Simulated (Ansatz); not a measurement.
Band structure of Mn3ZnN (Pm-3m, 5 atoms in the cell).

```xyz
5
Lattice="3.9363 0.0000 0.0000 0.0000 3.9363 0.0000 0.0000 0.0000 3.9363" Properties=species:S:1:pos:R:3 pbc="T T T"
Mn     1.9681     0.0000     1.9681
Mn     0.0000     1.9681     1.9681
Mn     1.9681     1.9681     0.0000
Zn     0.0000     0.0000     0.0000
N      1.9681     1.9681     1.9681
```
Moments meant for the start (each program seeds them in its own way; μB, in the order of the atoms Mn Mn Mn Zn N): 4.0 4.0 4.0 0.0 0.0.

Computed with PBEsol, default PAW files made with PBE (plane waves; Ansatz, a first-principles code).

Settings: basis.ecutwfc = 30.9 Ry; kpoints.mp_grid.grid = 7 7 7; hamiltonian.xc = pbesol; hamiltonian.pseudopotentials = {kind: paw} (the program's default PAW files); magnetization.spin_polarized = true; scf.occupations.method = gaussian; scf.occupations.width = 0.01 Ry; kpoints.band_path.npoints = 6.

The starting cell comes from a database of computed structures (which also holds hypothetical and non-ambient phases and stackings), without a prior relaxation at this level. Its lattice was rescaled by a random factor within 2.5 % of one. The magnetic order is the one reached from the typed start; others were not searched systematically. The program warned that, by what it read of turns of the moments, another magnetic order lies lower.

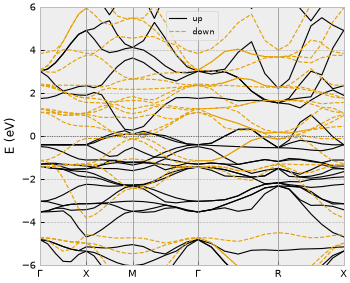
Bands along the path, energies from the Fermi level.

Levels in eV from the Fermi level, bands 33 to 40 of the first spin channel:
| point | 33 | 34 | 35 | 36 | 37 | 38 | 39 | 40 |
|---|---|---|---|---|---|---|---|---|
| Γ | -0.50 | -0.41 | -0.41 | -0.41 | 1.73 | 3.00 | 3.00 | 3.00 |
| X | -1.13 | -0.42 | -0.42 | -0.41 | 1.88 | 2.33 | 4.89 | 4.89 |
| M | -1.22 | -0.54 | 0.08 | 0.08 | 0.26 | 3.62 | 4.10 | 4.10 |
| R | -1.19 | -0.56 | -0.56 | -0.56 | 1.53 | 1.53 | 1.53 | 2.20 |

Bands cross the Fermi level along this path, so the cell is metallic at this level.

The net moment of the cell came out as 8.09 μB.

Keys are those of Ansatz 0.2.
